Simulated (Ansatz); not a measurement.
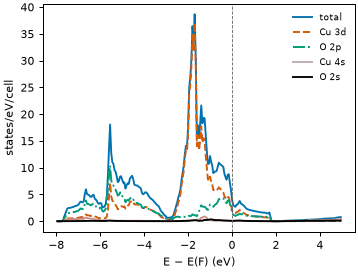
Figure. Total and projected density of states of CuO in space group I4/mmm (No. 139; Cu on 2a, O on 2b), the program Ansatz at the PBEsol level (PAW)

Task: Which orbitals carry the states next to the Fermi level?

Result: Within 0.5 eV of the Fermi level: Cu 3d 53 %, O 2p 42 %. Projections are on Löwdin-orthogonalised atomic valence shells; empty p or d shells of many metals are not among them.

Task: Where is the tallest occupied peak in this window, and what makes it?

Result: Near -1.7 eV, about 39 states/eV per cell; the largest projected share is Cu 3d.

The start of the workflow was typed in or built on a structure type; neither database checked (COD, Materials Project) lists it. It is not the phase usual at ambient conditions (space group No. 15). The cell was relaxed with PBEsol under the symmetry of its start, as lowered by the spin order; whether a distortion lowers the energy is not shown. The final state is antiferromagnetic, the only order run, not a proven ground state. No Hubbard U is applied. The compound may be a true metal, but semilocal functionals without U, or a wrong spin order, can also close a gap.

Potentials: the earlier of the program's two PAW sets. The files were generated under PBE; for other functionals the program regenerates the frozen cores, and for LDA and PBEsol the local potential too.
